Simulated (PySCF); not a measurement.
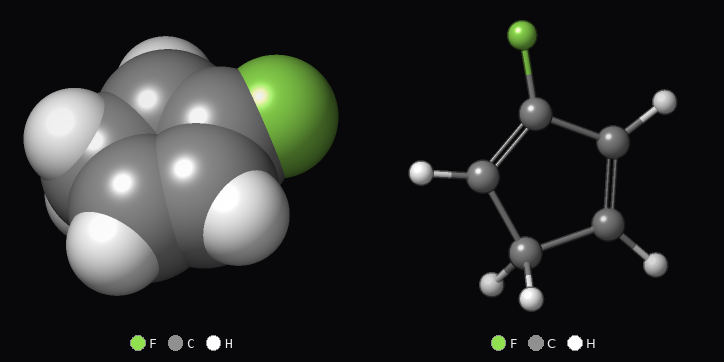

Two views of one molecule.

> Count the atoms of each element.

C₅H₅F, 11 atoms: 5 carbon, 5 hydrogen and 1 fluorine.

> Give the symmetry (Schoenflies symbol).

Cs.

More results for the same structure follow; atom numbers are the same in all pictures, views and colours differ. The geometry was computed by an optimisation with PBE0-D3(BJ)/def2-SVP. No frequency run is at hand to confirm it as a minimum.

### Shape

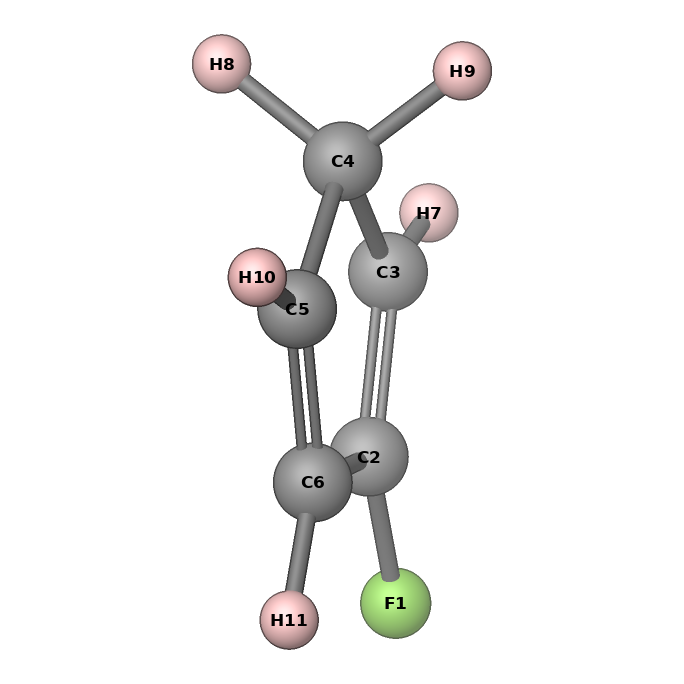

C2 lies behind C6. The molecule seen a little off the C6–C2 bond, C6 in front. Depth is shown by fading: the farther an atom, the more it takes the colour of the background. No frequency run is at hand to confirm it as a minimum.

> What is the torsion angle C5–C6–C2–F1? The sign is positive where the front bond must turn clockwise to cover the back bond.

180°, antiperiplanar (anti).

### Core levels

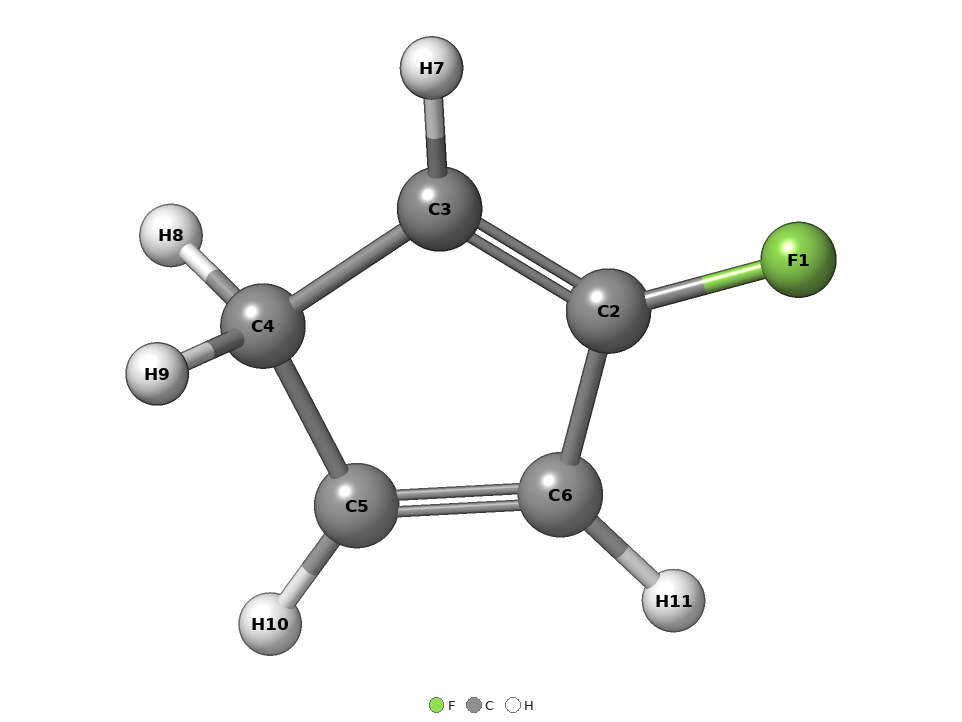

No frequency run is at hand to confirm it as a minimum. Properties computed with delta-SCF UKS SCAN, pcX-2 on the ionised atom, pcseg-1 elsewhere, spin-free X2C (PySCF 2.14.0).

Give the core-electron binding energies (to vacuum) of F1 1s, C2 1s, C3 1s, C4 1s, C5 1s, C6 1s.

```csv
atom,level,binding energy (eV)
F1,1s,693.1
C2,1s,292.7
C3,1s,290.1
C4,1s,291.3
C5,1s,290.3
C6,1s,290.7
```

### Levels of theory compared

No frequency run is at hand to confirm it as a minimum. Program: PySCF 2.14.0.

Compare HOMO–LUMO gap (eV), dipole (D) at these levels: B3LYP/pcJ-1; CAM-B3LYP/def2-SVPD; KT2/pcSseg-2; PBE0/pcSseg-1.

```json
{"level": "B3LYP/pcJ-1", "HOMO–LUMO gap (eV)": "5.41", "dipole (D)": "1.90"}
{"level": "CAM-B3LYP/def2-SVPD", "HOMO–LUMO gap (eV)": "8.25", "dipole (D)": "2.01"}
{"level": "KT2/pcSseg-2", "HOMO–LUMO gap (eV)": "3.82", "dipole (D)": "1.80"}
{"level": "PBE0/pcSseg-1", "HOMO–LUMO gap (eV)": "5.84", "dipole (D)": "1.91"}
```

### Excitation

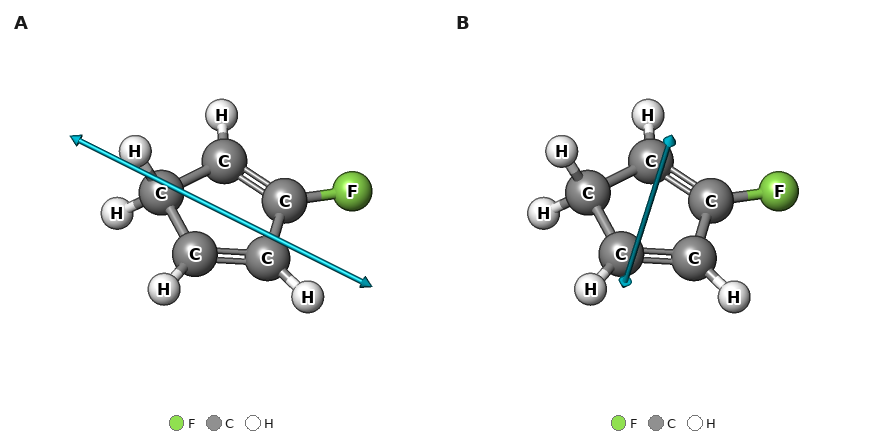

The double arrows show the directions of two transition dipoles from the ground state (lengths mean nothing). No frequency run is at hand to confirm it as a minimum. Level of theory: TDDFT CAM-B3LYP/def2-SVPD, vertical, gas phase, core orbitals frozen in the response (PySCF 2.14.0).

> One belongs to singlet state 5 and one to singlet state 9. Which is which?

A: state 9, 8.16 eV (152 nm), oscillator strength 0.45, of mixed character, with the largest part HOMO → LUMO+5 (weight 0.47).
B: state 5, 7.22 eV (172 nm), oscillator strength 0.028, mainly HOMO → LUMO+3 (weight 0.93).

### Ring current

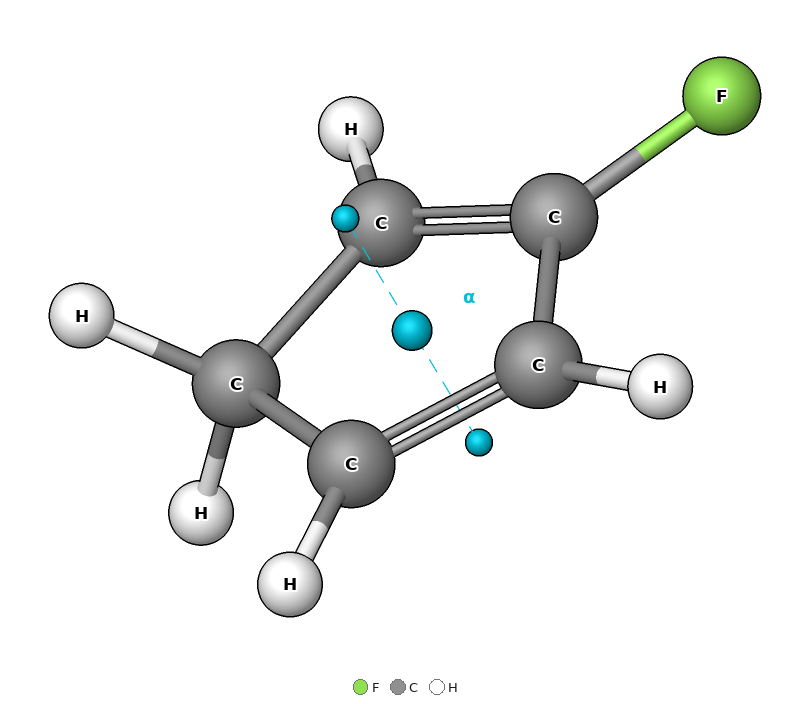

The small points mark where nucleus-independent chemical shifts (NICS) were computed: at the centre of each lettered ring and 1 Å above and below it. No frequency run is at hand to confirm it as a minimum. Properties computed with GIAO PBE0/pcSseg-1 NMR shielding, non-relativistic, gas phase (PySCF 2.14.0).

Give NICS(0), NICS(1) and the out-of-plane component NICS(1)zz for each ring (means of the two sides).

| ring | members | NICS(0) | NICS(1) | NICS(1)zz |
| --- | --- | --- | --- | --- |
| α | C5 | −6.0 | −5.8 | −11.9 |

Values in ppm.
